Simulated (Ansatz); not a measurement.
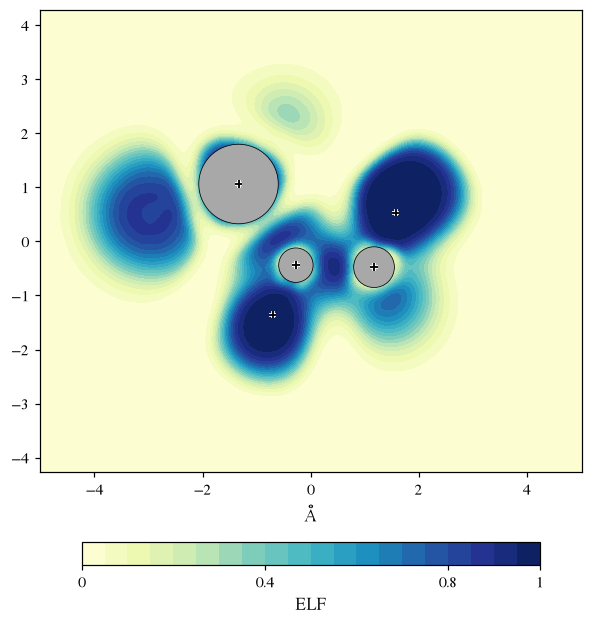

The electron localisation function on a plane through atoms (crosses mark nuclei in the plane; grey discs cover the cores).

Method: Ansatz 0.2.0, RKS PBE0-D4/def2-TZVPP.

Candidates:
A. C2H9GeNSi (SMILES C=C[SiH2][NH][GeH3])
B. C11H14O (SMILES CC(C)CC(=O)c1ccccc1)
C. CH4ClF2NTi (SMILES C[NH][Ti]([F])([F])[Cl])

Which candidate gave the map?

Candidate C: CH4ClF2NTi on the plane of atoms C1, N2 and Ti3, which holds C, N, Ti and H. C–N (1.45 Å): the ELF peaks at about 0.90 between the atoms; localised, covalent bonding. Ti–N (1.84 Å): the ELF peaks at about 0.85 in the valence shell of N, 0.6 Å from its nucleus, and is about 0.35 at the midpoint.
